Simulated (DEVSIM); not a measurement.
System: illuminated Si p-on-n cell, one wavelength, at 250 K.

```
layer (left to right)  material  thickness (μm)  Nd (cm⁻³)  Na (cm⁻³)  τn (s)  τp (s)  absorption coefficient (cm⁻¹)
---------------------  --------  --------------  ---------  ---------  ------  ------  -----------------------------
1                            Si           0.150          -     1.2e18  6.3e-8    2e-7                            110
2                            Si             280       1e15          -  1.5e-6  1.5e-6                            110
```

Left contact: ohmic, minority electron recombination velocity 5e5 cm/s. Right contact: ohmic, minority hole recombination velocity 10 cm/s. Voltage is applied to the left contact. Recombination: SRH at mid-gap, radiative, Auger. Light enters at the left, 4.5e16 photons cm⁻² s⁻¹, one pass, no reflection. Mobility is constant in doping.

This is a model device: material constants are rounded textbook-type values typed into the input, and sizes, dopings and lifetimes were drawn at random. Values at 300 K; Nc and Nv go as T^1.5, mobilities as T to minus their exponent, the gap by Varshni's rule with the affinity fixed.

```csv
parameter,Si
gap (eV),1.124
affinity (eV),4.05
permittivity,11.7
Nc (cm⁻³),2.86e19
Nv (cm⁻³),3.1e19
μn (cm²/Vs),1417
μp (cm²/Vs),470
T exponent of μn,2.3
T exponent of μp,2.2
B (cm³/s),4.7e-15
Cn (cm⁶/s),2.8e-31
Cp (cm⁶/s),9.9e-32
Varshni α (eV/K),0.000473
Varshni β (K),636
```

Simulated with DEVSIM: 1D drift-diffusion, Boltzmann statistics, complete ionisation; no tunnelling, impact ionisation, image-force lowering or self-heating.

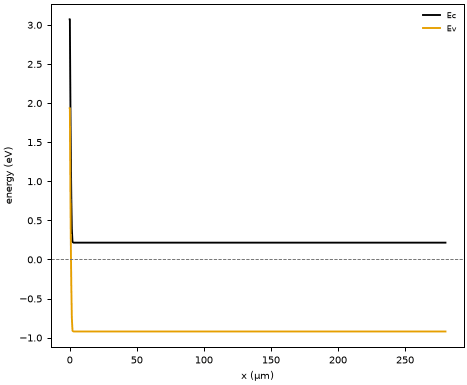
Band edges at -2.0 V on the left contact, in the dark

Energies count from the Fermi level of the right contact; mesh points crowd at the junctions.

| x (μm) | Ec (eV) | Ev (eV) | n (cm⁻³) | p (cm⁻³) | field (V/cm) |
|---|---|---|---|---|---|
| 0.000 | 3.072 | 1.936 | < 1e2 | 1.2e18 | ≈ 0 |
| 0.02978 | 3.072 | 1.936 | < 1e2 | 1.2e18 | ≈ 0 |
| 0.08092 | 3.072 | 1.936 | < 1e2 | 1.2e18 | ≈ 0 |
| 0.1300 | 3.072 | 1.936 | < 1e2 | 1.2e18 | -260 |
| 0.1652 | 2.988 | 1.852 | < 1e2 | 2.4e16 | -32000 |
| 0.2221 | 2.822 | 1.686 | < 1e2 | 1.1e13 | -28000 |
| 0.3620 | 2.442 | 1.306 | < 1e2 | 240000 | -26000 |
| 0.9290 | 1.210 | 0.073 | < 1e2 | 110 | -17000 |
| 2.097 | 0.224 | -0.912 | 6.6e14 | < 1e2 | -740 |
| 4.963 | 0.215 | -0.921 | 1.0e15 | < 1e2 | ≈ 0 |
| 12.49 | 0.215 | -0.921 | 1.0e15 | < 1e2 | ≈ 0 |
| 40.52 | 0.215 | -0.921 | 1.0e15 | < 1e2 | ≈ 0 |
| 99.28 | 0.215 | -0.921 | 1.0e15 | < 1e2 | ≈ 0 |
| 197.8 | 0.215 | -0.921 | 1.0e15 | < 1e2 | ≈ 0 |
| 256.0 | 0.215 | -0.921 | 1.0e15 | < 1e2 | ≈ 0 |
| 270.3 | 0.215 | -0.921 | 1.0e15 | < 1e2 | ≈ 0 |
| 276.2 | 0.215 | -0.921 | 1.0e15 | < 1e2 | ≈ 0 |
| 278.6 | 0.215 | -0.921 | 1.0e15 | < 1e2 | ≈ 0 |
| 279.7 | 0.215 | -0.921 | 1.0e15 | < 1e2 | ≈ 0 |
| 280.0 | 0.215 | -0.921 | 1.0e15 | < 1e2 | ≈ 0 |
| 280.1 | 0.215 | -0.921 | 1.0e15 | < 1e2 | ≈ 0 |
| 280.1 | 0.215 | -0.921 | 1.0e15 | < 1e2 | ≈ 0 |
